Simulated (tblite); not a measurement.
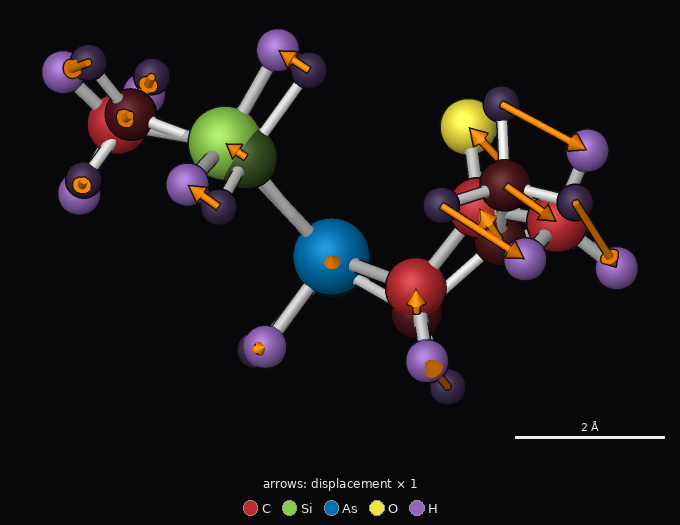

This is a relaxation of C4H10AsOSi (multiplicity 2). The starting structure is drawn faded, the final one solid; orange arrows show the displacements, at their true length. The two geometries are superimposed by the best rigid fit.

A ball-and-stick model, seen at a tilt.

Computed with tblite, GFN2-xTB geometry optimisation, gas phase. 

Question: Atoms of which element are displaced furthest, and by how much?

Answer: Oxygen: up to 1.93 Å, against 1.40 Å for hydrogen.

Question: What happened in the run?

Answer: The energy falls by 105.1 kJ/mol in 116 geometry steps. The atom that moves furthest after the best rigid fit is the O atom (1.93 Å). By element the largest moves are O 1.93 Å, H 1.40 Å, C 0.85 Å, Si 0.34 Å, As 0.25 Å. Some distances before and after: As–O 3.274 → 2.801 Å, As–C 1.983 → 1.873 Å, C–C 1.511 → 1.414 Å, As–Si 2.312 → 2.366 Å. Bond angles that change, for instance: As–C–H 110.1° → 125.8°, C–C–H 110.2° → 121.1°, Si–As–C 92.4° → 98.8°. Groups turn about C–C by about 45°. The run took 0.78 s on 1 thread of Arm Neoverse V2, on a shared host.
